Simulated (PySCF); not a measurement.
**C2H9FO2Si2: density, localisation and related maps**

The calculation's input:

```
{"job": {"kind": "nmr", "xc": "PBE0", "basis": "pcSseg-1"}, "charge": 0, "multiplicity": 1}
C     -2.468523     1.187549     0.080457
C     -1.910448    -0.227507     0.073491
O     -0.518267    -0.180838    -0.061007
Si     0.553086    -1.385744    -0.072051
O      1.972251    -0.650184    -0.304140
Si     3.115015     0.463052    -0.147700
F      4.136223    -0.093100     0.960112
H     -2.214840     1.690763    -0.848770
H     -2.041664     1.748912     0.907259
H     -3.549342     1.161609     0.188151
H     -2.336124    -0.801670    -0.758289
H     -2.171820    -0.744795     1.004473
H      0.589087    -2.090649     1.206593
H      0.390495    -2.268868    -1.224172
H      2.607811     1.711702     0.387524
H      3.839462     0.488713    -1.403342
```

Command:

```sh
OMP_NUM_THREADS=1 python probes_run.py task.json out
```

Geometry: GFN2-xTB.

Theory: PBE0/pcSseg-1, SCF density, gas phase, non-relativistic in PySCF 2.14.0.

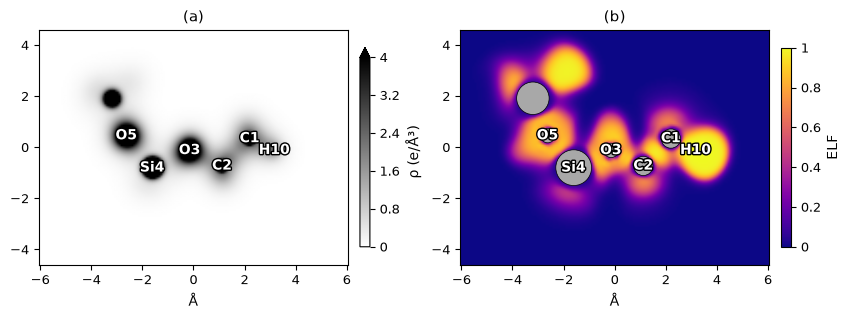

Figure 1. (a) total electron density; (b) ELF on the plane of atoms C2, C1 and H10. Grey discs cover the atomic cores in the ELF map.

Q: Describe what can be read from this map.

A: The section cuts through C, O, Si and H sites. C–O (1.40 Å): the density is about 2 e/Å³ at the midpoint, with its minimum of 1.8 e/Å³ about 0.5 Å from C; the ELF peaks at about 0.90 between the atoms (a polar covalent bond). C–C (1.52 Å): the density is about 1.7 e/Å³ at the midpoint; the ELF peaks at about 0.95 between the atoms: localised, covalent bonding. Si–O (1.61 Å): ρ is about 1.2 e/Å³ halfway; the ELF peaks at about 0.85 between the atoms (a short, strongly polar bond). C–H (1.09 Å): ρ at the midpoint is about 2 e/Å³; the ELF climbs to about 1 towards the hydrogen, as it does in any bond to H: an ordinary covalent bond to hydrogen. The ELF also peaks beside O5 and O3, away from the bonds: lone-pair regions.

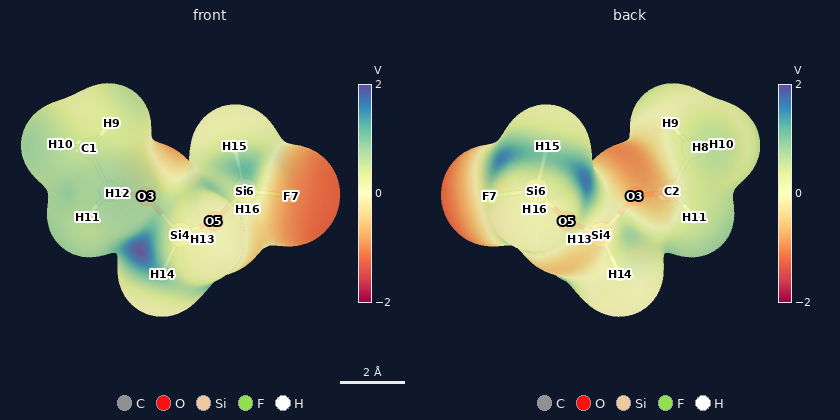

Figure 2. The electrostatic potential painted on the density surface at 0.002 e/bohr³, seen from the front and from behind; red is negative and blue positive.

Q: Describe the electrostatic potential map.

A: The most negative region (about −1.2 V, or −28 kcal/mol for a unit charge) lies over F7, the most positive (about +1.8 V, or +42 kcal/mol for a unit charge) over Si4 and Si6.

Q: What dipole moment does the calculation give?

A: Its dipole moment is 2.86 D.
